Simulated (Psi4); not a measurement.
**CH6Al− (SMILES [CH3][AlH3-]) at QCISD/6-311G(d)**

Aim: the energy difference between two shapes of CH6Al− at QCISD/6-311G*, from 2 runs. 

The calculation is run with Psi4 1.11.

2 further runs of the same task are left out: 2 set aside as unsound or not needed.

### 1 The system as given

CH6Al−: 8 atoms, total charge -1, spin state singlet. SMILES: `[CH3][AlH3-]`. The shape comes from GFN2-xTB, which is rough for such elements, and wasn't checked as a minimum.

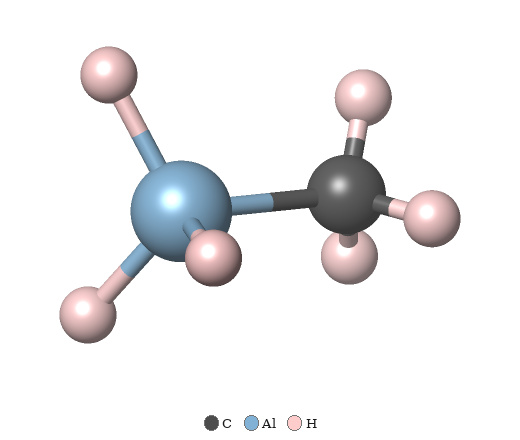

Viewed from a chosen angle; carbon dark grey, aluminium light blue, hydrogen pink.

### 2 A single-point energy at QCISD/6-311G(d)

calc.dat

```
memory 1600 mb

molecule system {
  -1 1
  C
  Al 1 2.052855
  H 1 1.100761 2 113.59389
  H 1 1.100807 3 105.11351 2 124.59202
  H 1 1.100749 3 105.14049 4 110.65843
  H 2 1.6268 1 109.96415 5 0.08246
  H 2 1.626835 6 109.01092 1 120.5658
  H 2 1.62725 6 109.0047 7 118.84164
  units angstrom
  symmetry c1
}

set basis 6-311G*
set scf_type pk
set freeze_core true

E = energy('qcisd')
```

Command:

```bash
psi4 -i calc.dat -o calc.out -n 1
```

calc.out:

```text
[...]
  Running in c1 symmetry.
[...]
  Nuclear repulsion =   55.134488054664843
[...]
  Multiplicity = 1
[...]
  Nalpha       = 13
  Nbeta        = 13
[...]
    Number of basis functions: 62
[...]
   @RHF iter   1:  -283.16635230731657   -8.34185e-01   7.00450e-03 ADIIS/DIIS
[...]
   @RHF iter  10:  -283.28305605705350   -1.34150e-11   5.64195e-09 DIIS
[...]
    Orbital Energies [Eh]
    ---------------------
    Doubly Occupied:
       1A    -58.215703     2A    -11.003569     3A     -4.627635
       4A     -2.943440     5A     -2.943439     6A     -2.942888
       7A     -0.724613     8A     -0.350466     9A     -0.347531
      10A     -0.347450    11A     -0.196450    12A     -0.193799
      13A     -0.193709
[...]
  @RHF Final Energy:  -283.28305605705350
   => Energetics <=
    Nuclear Repulsion Energy =             55.1344880546648426
    One-Electron Energy =                -506.7737042401741974
    Two-Electron Energy =                 168.3561601284558833
    Total Energy =                       -283.2830560570534431
[...]
 Multipole Moments:
 ------------------------------------------------------------------------------------
     Multipole            Electronic (a.u.)      Nuclear  (a.u.)        Total (a.u.)
 ------------------------------------------------------------------------------------
 L = 1.  Multiply by 2.5417464519 to convert [e a0] to [Debye]
 Dipole X            :          0.0033344           -0.0026003            0.0007341
 Dipole Y            :         -0.0005934           -0.0007195           -0.0013129
 Dipole Z            :          1.0234313           -2.2679993           -1.2445680
 Magnitude           :                                                    1.2445689
[...]
      * MP2 total energy:                   -283.497176298713
[...]
      * MP3 total energy:                   -283.524580720243
[...]
      * QCISD total energy:                 -283.534023347353
[...]
```

It took 7.5 s on 1 thread of AMD EPYC 7R43 (Zen 3), shared host; peak memory 0.28 GiB.

### 3 The distorted shape

run.py

```python
import psi4

psi4.set_memory(1600000000)
psi4.set_num_threads(1)
psi4.set_output_file('psi4.out', False)

geom = psi4.geometry("""
-1 1
C     -0.124755     0.207115    -1.182260
Al     0.303604    -0.186723     1.014058
H     -0.613219    -0.706496    -1.558279
H      0.669819     0.412081    -1.705454
H     -0.988527     0.952707    -1.106347
H     -1.012862     0.944326     1.908117
H      1.525663     0.202694     1.124414
H     -0.188407    -1.459141     1.445841
symmetry c1
""")

psi4.set_options({
    'reference': 'rhf',
    'scf_type': 'pk',
    'freeze_core': True,
})

result, w = psi4.energy('qcisd/6-311G*', molecule=geom, return_wfn=True)
print(f'total energy {result:.8f} hartree = {result * 27.211386:.5f} eV')
for k, v in sorted(psi4.core.scalar_variables().items()):
    print(f'{k:45s} {v:18.10f}')
```

Command:

```bash
python run.py
```

psi4.out:

```text
[...]
  Running in c1 symmetry.
[...]
  Nuclear repulsion =   54.201313323633016
[...]
  Multiplicity = 1
[...]
  Nalpha       = 13
  Nbeta        = 13
[...]
    Number of basis functions: 62
[...]
   @RHF iter   1:  -283.07348943081240   -7.84683e-01   7.04189e-03 DIIS/ADIIS
[...]
   @RHF iter  11:  -283.18846885997760   -1.08002e-12   2.24481e-09 DIIS
[...]
    Orbital Energies [Eh]
    ---------------------
    Doubly Occupied:
       1A    -58.213854     2A    -10.988107     3A     -4.633756
       4A     -2.951972     5A     -2.947539     6A     -2.945997
       7A     -0.714921     8A     -0.386429     9A     -0.376421
      10A     -0.319817    11A     -0.248802    12A     -0.162875
      13A     -0.145328
[...]
  @RHF Final Energy:  -283.18846885997760
   => Energetics <=
    Nuclear Repulsion Energy =             54.2013133236330162
    One-Electron Energy =                -504.7079284092447438
    Two-Electron Energy =                 167.3181462256341092
    Total Energy =                       -283.1884688599776041
[...]
 Multipole Moments:
 ------------------------------------------------------------------------------------
     Multipole            Electronic (a.u.)      Nuclear  (a.u.)        Total (a.u.)
 ------------------------------------------------------------------------------------
 L = 1.  Multiply by 2.5417464519 to convert [e a0] to [Debye]
 Dipole X            :          2.2905442           -1.4856267            0.8049174
 Dipole Y            :         -1.2142049            0.7275984           -0.4866064
 Dipole Z            :          1.3207052           -2.2246126           -0.9039075
 Magnitude           :                                                    1.3045024
[...]
      * MP2 total energy:                   -283.403888688711
[...]
      * MP3 total energy:                   -283.431091231370
[...]
      * QCISD total energy:                 -283.440819826672
[...]
```

Run time: 7.8 s. Hardware: 1 thread of AMD EPYC 7R43 (Zen 3), shared host; peak memory 0.28 GiB.

### 4 Outcome

At QCISD/6-311G*, 6 core orbitals frozen:

| quantity | value |
| --- | --- |
| first shape: total energy | -283.53402 Eh |
| first shape: HOMO energy (Hartree–Fock orbitals) | -5.27 eV |
| first shape: LUMO energy (Hartree–Fock orbitals) | 6.92 eV |
| first shape: HOMO–LUMO gap (to an unbound level, set by the basis) | 12.19 eV |
| first shape: correlation energy (6 core orbitals frozen) | -251.0 mEh |
| first shape: T1 diagnostic | 0.013 |
| distorted shape: total energy | -283.44082 Eh |
| distorted shape: HOMO energy (Hartree–Fock orbitals) | -3.95 eV |
| distorted shape: LUMO energy (Hartree–Fock orbitals) | 6.68 eV |
| distorted shape: HOMO–LUMO gap (to an unbound level, set by the basis) | 10.64 eV |
| distorted shape: correlation energy (6 core orbitals frozen) | -252.4 mEh |
| distorted shape: T1 diagnostic | 0.014 |
| energy change with the atoms displaced | 2.536 eV |

**Reading.** With the atoms displaced the energy rises by 2.54 eV (245 kJ/mol). The first shape isn't relaxed at this level, so the change isn't measured from a minimum.
